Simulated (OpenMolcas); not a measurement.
# triplet H2S at 6 levels

Wanted: a comparison of 6 runs (ROHF/pcseg-0, UM06-2X/pcseg-0, UPBE/pcseg-0, UPBE0/pcseg-0, USVWN5/pcseg-0, ROMP2/pcseg-0) of triplet H2S. 

Program for the calculation: OpenMolcas 26.06.

## Step 1: Starting point

H2S: 3 atoms, total charge 0, spin state triplet. As SMILES of the parent species, `S`. Geometry: relaxed at PBE0-D4/def2-TZVP. That shape belongs to the parent species and isn't relaxed for this state.

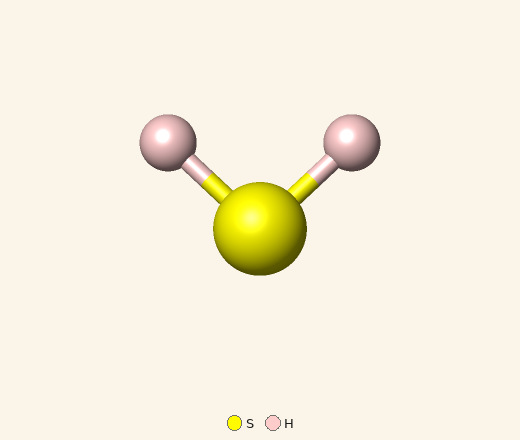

Viewed from a chosen angle; sulfur yellow, hydrogen pink.

## Step 2: A single-point energy at ROHF/pcseg-0 (run 1)

Input file step1.input:

```
* H2S Hartree-Fock

&GATEWAY
  BasLib
  $CurrDir
  Coord
  3
  angstrom
  S        0.495500      -0.280600       0.243900
  H        0.097900       0.997700       0.162400
  H       -0.593400      -0.717100      -0.406300
  Basis
  pcseg-0
  Group
  NoSym

&SEWARD

&SCF
  UHF
  Spin
  3
  PrOrbitals
  1 1

&RASSCF
  FileOrb
  $Project.UnaOrb
  Spin
  3
  Nactel
  2 0 0
  Inactive
  8
  Ras2
  2
  OutOrbitals
  Canonical
  OrbListing
  Nothing
```

The basis set pcseg-0 is read from a file made from the Basis Set Exchange's data (not shown).

Launch:

```console
$ export MOLCAS_MEM=1860
$ pymolcas step1.input > step1.log
```

Standard output:

```text
--- Start Module: gateway ---
[...]
--- Stop Module: gateway /rc=_RC_ALL_IS_WELL_ ---
[...]
      Basis functions           17
[...]
--- Start Module: scf ---
[...]
       Convergence after  16 Iterations
[...]
::    Total SCF energy                               -397.9248575113
[...]
      Total spin, S                                     1.0043724146
[...]
--- Stop Module: scf /rc=_RC_ALL_IS_WELL_ ---
--- Start Module: rasscf ---
[...]
      Number of active orbitals                  2
[...]
      Spin quantum number                      1.0
[...]
      Active orbitals                            2
[...]
      Number of CSFs                             1
[...]
      Number of root(s) required                 1
[...]
      Convergence after  7 iterations
[...]
      printout of CI-coefficients larger than  0.05 for root  1
      energy=    -397.922110
      conf/sym  11     Coeff  Weight
             1  uu   1.00000 1.00000
      Natural orbitals and occupation numbers for root  1
      sym 1:   1.000000   1.000000
      ************************************************************************************************************************
      *                                                    Final results                                                     *
[...]
::    RASSCF root number  1 Total energy:   -397.92210966
[...]
      Total electronic charge=   18.000000
      Total            charge=   -0.000000
[...]
      Dipole Moment (debye):
      Origin of the operator (angstrom)=    0.4514   -0.2556    0.2222
                   X=  3.6233E-02               Y= -2.4237E-02               Z=  1.7432E-02           Total=  4.6948E-02
      Quadrupole Moment (debye*angstrom):
[...]
--- Stop Module: rasscf /rc=_RC_ALL_IS_WELL_ ---
[...]
```

Wall time 2.6 s (1 thread of Intel Xeon Platinum 8488C (Sapphire Rapids), shared host); peak memory 0.37 GiB.

## Step 3: The energy at UM06-2X/pcseg-0 (run 2)

Input file test.input:

```
&GATEWAY
 BasLib=$CurrDir
 Coord
 3
 angstrom
 S        0.495500      -0.280600       0.243900
 H        0.097900       0.997700       0.162400
 H       -0.593400      -0.717100      -0.406300
 Basis=pcseg-0
 Group=NoSym

&SEWARD
 GridInput
 Grid=UltraFine
 End of Grid

&SCF
 UHF
 Spin=3
 KSDFT=M062X
 Thresholds=1e-10 1e-07 1e-07 1e-05
 PrOrbitals=1 1
```

The basis set pcseg-0 is read from a file made from the Basis Set Exchange's data (not shown).

Launch:

```console
$ export MOLCAS_MEM=1860
$ pymolcas test.input > test.log
```

Standard output:

```text
--- Start Module: gateway ---
[...]
--- Stop Module: gateway /rc=_RC_ALL_IS_WELL_ ---
--- Start Module: seward ---
[...]
      Basis functions           17
--- Stop Module: seward /rc=_RC_ALL_IS_WELL_ ---
--- Start Module: scf ---
[...]
       Convergence after  20 Iterations
[...]
::    Total KS-DFT energy                            -398.6197791140
[...]
      Total spin, S                                     1.0006490943
[...]
      Total electronic charge=   18.000000
      Total            charge=   -0.000000
[...]
      Dipole Moment (debye):
      Origin of the operator (angstrom)=    0.4514   -0.2556    0.2222
                   X=  3.2365E-02               Y= -8.9011E-03               Z=  1.6953E-02           Total=  3.7605E-02
      Quadrupole Moment (debye*angstrom):
[...]
--- Stop Module: scf /rc=_RC_ALL_IS_WELL_ ---
[...]
```

Wall time 8.4 s (1 thread of Intel Xeon Platinum 8488C (Sapphire Rapids), shared host); peak memory 0.37 GiB.

Runs 3 to 5 aren't shown in full; the table further down has their settings and results.

## Step 4: A single-point energy at ROMP2/pcseg-0 (run 6)

Input file test.inp:

```
&GATEWAY
  BasLib=$CurrDir
  Coord
  3
  angstrom
  S        0.495500      -0.280600       0.243900
  H        0.097900       0.997700       0.162400
  H       -0.593400      -0.717100      -0.406300
  Basis=pcseg-0
  Group=NoSym

&SEWARD

&SCF
  UHF
  Spin=3
  Thresholds=1e-10 1e-07 1e-07 1e-05
  PrOrbitals=1 1

&RASSCF
  FileOrb=$Project.UnaOrb
  Spin=3
  Nactel=2 0 0
  Inactive=8
  Ras2=2
  OutOrbitals=Canonical
  OrbListing=Nothing

&CASPT2
  IPEA=0.0
  Frozen=5
```

The basis set pcseg-0 is read from a file made from the Basis Set Exchange's data (not shown).

Launch:

```console
$ export MOLCAS_MEM=1860
$ pymolcas test.inp > test.log
```

Standard output:

```text
--- Start Module: gateway ---
[...]
--- Stop Module: gateway /rc=_RC_ALL_IS_WELL_ ---
[...]
      Basis functions           17
[...]
       Convergence after  18 Iterations
[...]
::    Total SCF energy                               -397.9248575113
[...]
      Total spin, S                                     1.0043723986
[...]
--- Start Module: rasscf ---
[...]
      Number of active orbitals                  2
[...]
      Spin quantum number                      1.0
[...]
      Active orbitals                            2
[...]
      Number of CSFs                             1
[...]
      Number of root(s) required                 1
[...]
      Convergence after  7 iterations
[...]
      printout of CI-coefficients larger than  0.05 for root  1
      energy=    -397.922110
      conf/sym  11     Coeff  Weight
             1  uu   1.00000 1.00000
      Natural orbitals and occupation numbers for root  1
      sym 1:   1.000000   1.000000
      ************************************************************************************************************************
      *                                                    Final results                                                     *
[...]
::    RASSCF root number  1 Total energy:   -397.92210966
[...]
      Total electronic charge=   18.000000
      Total            charge=   -0.000000
[...]
      Dipole Moment (debye):
      Origin of the operator (angstrom)=    0.4514   -0.2556    0.2222
                   X=  3.6233E-02               Y= -2.4237E-02               Z=  1.7432E-02           Total=  4.6948E-02
      Quadrupole Moment (debye*angstrom):
[...]
--- Stop Module: rasscf /rc=_RC_ALL_IS_WELL_ ---
[...]
--- Start Module: caspt2 ---
[...]
 ###    WARNING: User changed nr of frozen orbitals.                         ###
 ###############################################################################
[...]
      E2 (Variational):          -0.0554446114
      Total energy:            -397.9775542721
[...]
      Reference weight:           0.97344
[...]
::    CASPT2 Root  1     Total energy:   -397.97755427
[...]
--- Stop Module: caspt2 /rc=_RC_ALL_IS_WELL_ ---
[...]
```

It took 3.3 s on 1 thread of Intel Xeon Platinum 8488C (Sapphire Rapids), shared host; peak memory 0.37 GiB.

## Step 5: The series

| run | level | integration grid | SCF convergence threshold | frozen core orbitals | energy (Eh) | dipole moment (D) | wall time |
| --- | --- | --- | --- | --- | --- | --- | --- |
| 1 | ROHF/pcseg-0 | – | – | – | -397.922110 | 0.05 | 2.6 s |
| 2 | UM06-2X/pcseg-0 | UltraFine | 1e-10 | – | -398.619779 | 0.04 | 8.4 s |
| 3 | UPBE/pcseg-0 | UltraFine | 1e-10 | – | -398.482922 | 0.01 | 6.3 s |
| 4 | UPBE0/pcseg-0 | UltraFine | 1e-10 | – | -398.504352 | 0.03 | 5.7 s |
| 5 | USVWN5/pcseg-0 | UltraFine | 1e-10 | – | -397.267520 | 1.32 | 6.3 s |
| 6 | ROMP2/pcseg-0 | – | 1e-10 | 5 | -397.977554 | – | 3.3 s |

## Step 6: Results

| quantity | value |
| --- | --- |
| run 6: total energy | -397.97755 Eh |

In words: Among the runs that give it from their own density at one geometry, the dipole moment runs from 0.01 D (UPBE/pcseg-0) to 1.32 D (USVWN5/pcseg-0). A spread this wide suggests that the runs stand on different electronic states. Totals of different functionals can't be ranked against each other. All runs together took 33 s, the longest 8.4 s.
